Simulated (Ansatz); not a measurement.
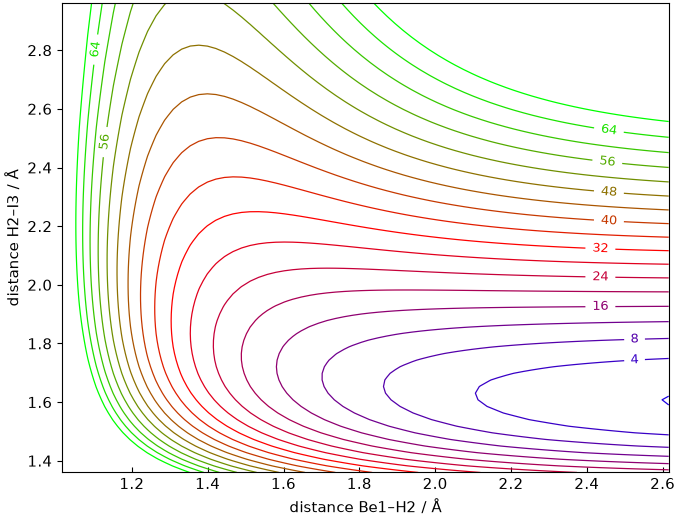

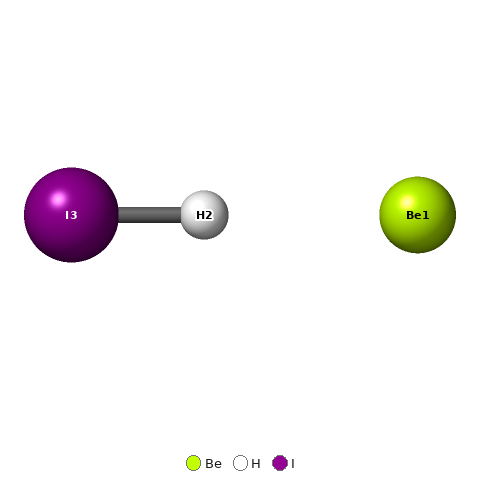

Energy landscape of the system Be + HI. 
- Coordinates scanned: (1) distance Be1–H2; (2) distance H2–I3.
- Nothing is relaxed (the angle Be1–H2–I3 is fixed at 180 degrees).
- Grid: 17 × 17 points.
- Points are written as (first, second).
- All energies are given in kcal/mol relative to the lowest grid point.
- The reference is spin-restricted, so regions where a bond is pulled apart into radicals lie too high.
- Computed with RHF/def2-TZVPD in Ansatz 0.2.0.

In the figure: contour lines labelled in kcal/mol (none above 68). Between grid points the surface is interpolated. The second picture is the structure at the lowest point.

Q: What does the map say about the system?

A: The lowest grid point is at (2.616 Å, 1.624 Å). It lies in a valley that leaves the map towards separated partners. The highest grid point, (1.016 Å, 1.360 Å), lies 134 kcal/mol above the lowest.

The input of one point:

```yaml
crystal:
  periodic: [false, false, false]
  atoms:
    - { symbol: Be, position_ang: [-2.616, 0.0, 0.0] }
    - { symbol: H, position_ang: [0.0, 0.0, 0.0] }
    - { symbol: I, position_ang: [1.624, 0.0, 0.0] }
basis:
  gaussian: { orbitals: def2-TZVPD }
hamiltonian:
  xc: hf
output:
  forces: true
```

Each point was launched as `ansatz run input.yaml --threads 1 --pin off --max-ram 2560MiB --backend cpu --events-out ev --progress --plain --runs-dir out`. The whole map (289 points run) took 3.8 min on 1 thread of Arm Neoverse V2, with other jobs on the host.
